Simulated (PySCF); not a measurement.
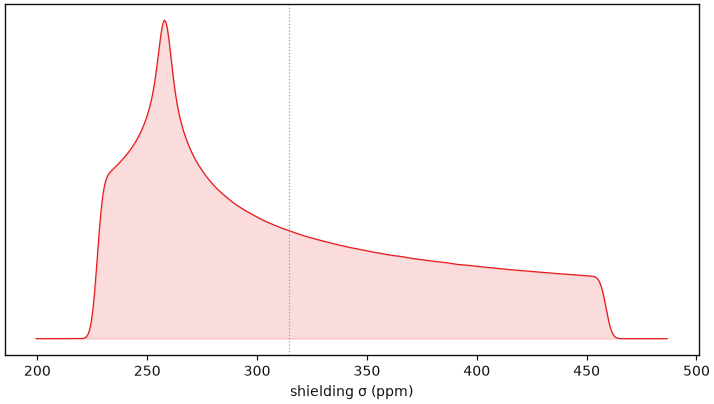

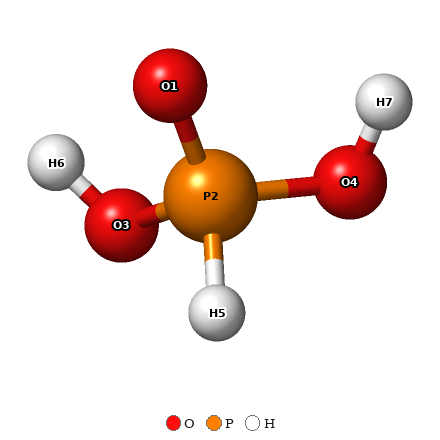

Static powder pattern (³¹P) from GIAO shielding tensors of PH₃O₃ (phosphonic acid), SMILES O=[PH](O)O, PBE0/pcSseg-1 with PySCF 2.14.0, at a GFN2-xTB geometry (no frequency check); absolute shielding, one fixed geometry of the isolated molecule without any motion, no dipolar terms. The dotted line is the isotropic value; skew is 3(σiso − σ22)/span.

> The pattern belongs to P2. Give the principal values, span and skew.

P2: σ11, σ22, σ33 = 227, 258, 459 ppm, isotropic 315, span 232 ppm, skew 0.73.

Note: the tight-binding geometry is rougher than a DFT one and adds to the error.
